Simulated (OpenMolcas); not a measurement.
# AlSbH3F (SMILES [F][AlH][SbH2]): a chain of runs

We compute a series of 9 runs (UHF/def2-SVP, CASSCF(2,2)/def2-SVP, CASPT2(2,2)/def2-SVP, CASPT2[IPEA 0](2,2)/def2-SVP, SC-NEVPT2(2,2)/def2-SVP, PC-NEVPT2(2,2)/def2-SVP, MC-PDFT[tPBE](2,2)/def2-SVP, MC-PDFT[ftPBE](2,2)/def2-SVP, and more) of AlSbH3F. 

The results are computed with OpenMolcas 26.06.

**1. The structure to begin with**

The species is AlSbH3F (6 atoms), meant as a singlet with charge 0. SMILES: `[F][AlH][SbH2]`. The Al2–H4 distance was set to 2.847 Å, away from the relaxed value. At this shape a bond of the SMILES string is far longer than usual.

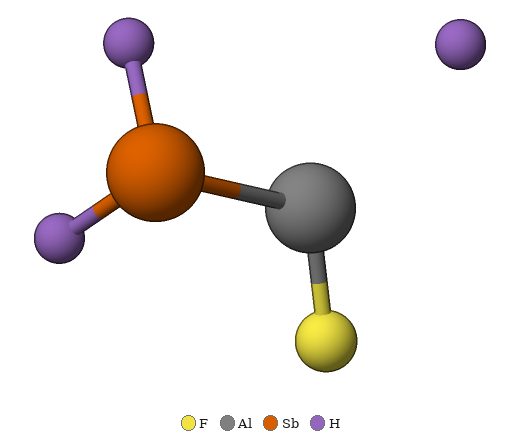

Viewed from a chosen angle; fluorine yellow, aluminium grey, antimony orange, hydrogen purple.

**2. The energy at UHF/def2-SVP (core potential) (run 1)**

File input.xyz:

```xyz
6

F     -0.907634    -1.023262     2.351853
Al    -0.129134    -0.430162     1.019753
Sb     1.486866     1.612838     1.424353
H     -0.594800    -1.800700    -1.431700
H      1.049066     2.201138    -0.120347
H      0.172566     2.422038     2.157653
```

File step1.input:

```
>>> EXPORT MOLCAS_PRINT=2

&GATEWAY
 BasLib=$CurrDir
 Coord=input.xyz
 Basis=def2-SVP
 Group=NoSym

&SEWARD

&SCF
 UHF
 Scramble=0.25
 PrOrbitals=1
```

The basis set def2-SVP is read from a file made from the Basis Set Exchange's data (not shown).

Started as:

```console
export MOLCAS_MEM=1860
pymolcas step1.input > step1.log
```

Standard output, shortened:

```text
--- Start Module: gateway ---
[...]
--- Stop Module: gateway /rc=_RC_ALL_IS_WELL_ ---
--- Start Module: seward ---
[...]
      Basis functions           73
--- Stop Module: seward /rc=_RC_ALL_IS_WELL_ ---
[...]
--- Start Module: scf ---
[...]
       Convergence after  22 Iterations
[...]
::    Total SCF energy                               -582.1705152608
[...]
      Total spin, S                                     0.5151755527
[...]
      Total electronic charge=   48.000000
      Total            charge=   -0.000000
[...]
      Dipole Moment (debye):
      Origin of the operator (angstrom)=    0.9398    0.9817    1.4421
                   X=  9.0830E-01               Y=  6.1191E-01               Z= -8.5536E-01           Total=  1.3896E+00
      Quadrupole Moment (debye*angstrom):
[...]
--- Stop Module: scf /rc=_RC_ALL_IS_WELL_ ---
[...]
```

Wall time 9.3 s (1 thread of AMD EPYC 7R43 (Zen 3), shared host); peak memory 0.42 GiB.

**3. The energy at CASSCF(2,2)/def2-SVP (core potential) (run 2)**

input.xyz is that of step 2.

File step2.input:

```
* AlFH3Sb CASSCF
>>> EXPORT MOLCAS_PRINT=2

&GATEWAY
 BasLib=$CurrDir
 Coord=input.xyz
 Basis=def2-SVP
 Group=NoSym

&SEWARD

&RASSCF
 FileOrb=$CurrDir/step1.UnaOrb
 Spin=1
 Nactel=2 0 0
 Inactive=23
 Ras2=2
 OrbListing=Nothing
 OrbAppear=Compact
```

The basis set def2-SVP is read from a file made from the Basis Set Exchange's data (not shown).

Started as:

```console
export MOLCAS_MEM=1860
pymolcas step2.input > step2.log
```

Standard output, shortened:

```text
--- Start Module: gateway ---
[...]
--- Stop Module: gateway /rc=_RC_ALL_IS_WELL_ ---
--- Start Module: seward ---
[...]
      Basis functions           73
--- Stop Module: seward /rc=_RC_ALL_IS_WELL_ ---
[...]
--- Start Module: rasscf ---
[...]
      Number of active orbitals                  2
[...]
      Spin quantum number                      0.0
[...]
      Active orbitals                            2
[...]
      Number of CSFs                             3
[...]
      Number of root(s) required                 1
[...]
      Convergence after 13 iterations
[...]
      printout of CI-coefficients larger than  0.05 for root  1
      energy=    -582.189289
      conf/sym  11     Coeff  Weight
             1  20  -0.93420 0.87273
             3  02   0.35676 0.12727
      Natural orbitals and occupation numbers for root  1
      sym 1:   1.745451   0.254549
      ************************************************************************************************************************
      *                                                    Final results                                                     *
[...]
::    RASSCF root number  1 Total energy:   -582.18928860
[...]
      Total electronic charge=   48.000000
      Total            charge=   -0.000000
[...]
      Dipole Moment (debye):
      Origin of the operator (angstrom)=    0.9398    0.9817    1.4421
                   X=  1.1186E+00               Y=  1.1457E+00               Z= -2.9245E-01           Total=  1.6277E+00
      Quadrupole Moment (debye*angstrom):
[...]
--- Stop Module: rasscf /rc=_RC_ALL_IS_WELL_ ---
[...]
```

Wall time 8.7 s (1 thread of AMD EPYC 7R43 (Zen 3), shared host); peak memory 0.42 GiB.

Runs 3 to 8 aren't shown in full; the table further down has their settings and results.

**4. The energy at MRCI(2,2)/def2-SVP (core potential) (run 9)**

input.xyz is that of step 3.

File step9.inp:

```
&GATEWAY
 BasLib=$CurrDir
 Coord=input.xyz
 Basis=def2-SVP
 Group=NoSym

&SEWARD

&RASSCF
 FileOrb=$CurrDir/step2.RasOrb
 Spin=1
 Nactel=2 0 0
 Inactive=23
 Ras2=2
 OrbListing=Nothing
 OrbAppear=Compact

&MOTRA
 LumOrb
 Frozen=10

&GUGA
 Electrons=28
 Spin=1
 Inactive=13
 Active=2
 CIAll=1

&MRCI
 SDCI
```

The basis set def2-SVP is read from a file made from the Basis Set Exchange's data (not shown).

Started as:

```console
export MOLCAS_MEM=1860
pymolcas step9.inp > step9.log
```

Standard output, shortened:

```text
--- Start Module: gateway ---
[...]
--- Stop Module: gateway /rc=_RC_ALL_IS_WELL_ ---
[...]
      Basis functions           73
[...]
      Number of active orbitals                  2
[...]
      Spin quantum number                      0.0
[...]
      Active orbitals                            2
[...]
      Number of CSFs                             3
[...]
      Number of root(s) required                 1
[...]
      Convergence after  4 iterations
[...]
      printout of CI-coefficients larger than  0.05 for root  1
      energy=    -582.189289
      conf/sym  11     Coeff  Weight
             1  20  -0.93420 0.87273
             3  02   0.35676 0.12727
      Natural orbitals and occupation numbers for root  1
      sym 1:   1.745451   0.254549
      ************************************************************************************************************************
      *                                                    Final results                                                     *
[...]
::    RASSCF root number  1 Total energy:   -582.18928860
[...]
      Dipole Moment (debye):
      Origin of the operator (angstrom)=    0.9398    0.9817    1.4421
                   X=  1.1187E+00               Y=  1.1460E+00               Z= -2.9236E-01           Total=  1.6279E+00
      Quadrupole Moment (debye*angstrom):
[...]
      *** WARNING: Default frozen orbitals is overwritten by user input.
      *** Default values:   3
[...]
--- Start Module: guga ---
[...]
--- Stop Module: guga /rc=_RC_ALL_IS_WELL_ ---
--- Start Module: mrci ---
[...]
       (But an ACPF correction will be computed)
       USE THE DEFAULT ACPF G-VALUE GFAC=   7.1428571428571425E-002
[...]
                      CI ENERGY:  -582.52928039
[...]
                ACPF CORRECTION:    -0.03737176
[...]
      Total electronic charge=   48.000000
      Total            charge=    0.000000
[...]
     ACPF CORRECTION:     -0.03737176
[...]
  CI State   1     Total energy:   -582.52928039     QDav:     -0.04058971     QACPF:     -0.03737176
[...]
--- Stop Module: mrci /rc=_RC_ALL_IS_WELL_ ---
[...]
```

Run time: 33 s. Hardware: 1 thread of AMD EPYC 7R43 (Zen 3), shared host; peak memory 0.42 GiB.

**5. Overview of the runs**

```
run                                          level  scramble           active rule  energy (Eh)  dipole moment (D) of the reference  wall time
  1                  UHF/def2-SVP (core potential)      0.25                     –  -582.170515                                1.39      9.3 s
  2          CASSCF(2,2)/def2-SVP (core potential)         –  uhf natural orbitals  -582.189289                                1.63      8.7 s
  3          CASPT2(2,2)/def2-SVP (core potential)         –  uhf natural orbitals  -582.543406                                1.63      7.5 s
  4  CASPT2[IPEA 0](2,2)/def2-SVP (core potential)         –  uhf natural orbitals  -582.544466                                1.63      7.5 s
  5       SC-NEVPT2(2,2)/def2-SVP (core potential)         –  uhf natural orbitals  -582.541520                                1.63      6.9 s
  6       PC-NEVPT2(2,2)/def2-SVP (core potential)         –  uhf natural orbitals  -582.541560                                1.63      6.9 s
  7   MC-PDFT[tPBE](2,2)/def2-SVP (core potential)         –  uhf natural orbitals  -583.860791                                1.63      7.2 s
  8  MC-PDFT[ftPBE](2,2)/def2-SVP (core potential)         –  uhf natural orbitals  -584.015247                                1.63      8.1 s
  9            MRCI(2,2)/def2-SVP (core potential)         –  uhf natural orbitals  -582.529280                                1.63       33 s
```

**6. Outcome**

| quantity | value |
| --- | --- |
| run 9, MRCI(2,2)/def2-SVP: total energy | -582.52928 Eh |
| run 9, MRCI(2,2)/def2-SVP: dipole moment (CASSCF density) | 1.63 D |

In words: Below the UHF energy at the same shape and in the same basis (def2-SVP): CASSCF(2,2) -18.8 mEh; CASPT2(2,2) -372.9 mEh; CASPT2[IPEA 0](2,2) -374.0 mEh; SC-NEVPT2(2,2) -371.0 mEh; PC-NEVPT2(2,2) -371.0 mEh; MRCI(2,2) -358.8 mEh. Active-space methods hold only the correlation inside their space unless a perturbation or CI step follows. Spin contamination of the reference: run 1 ⟨S²⟩ = 0.78. Where it is this large, the reference is a mixture of spin states, and values that rest on it are in doubt. All runs together took 95 s, the longest 33 s.
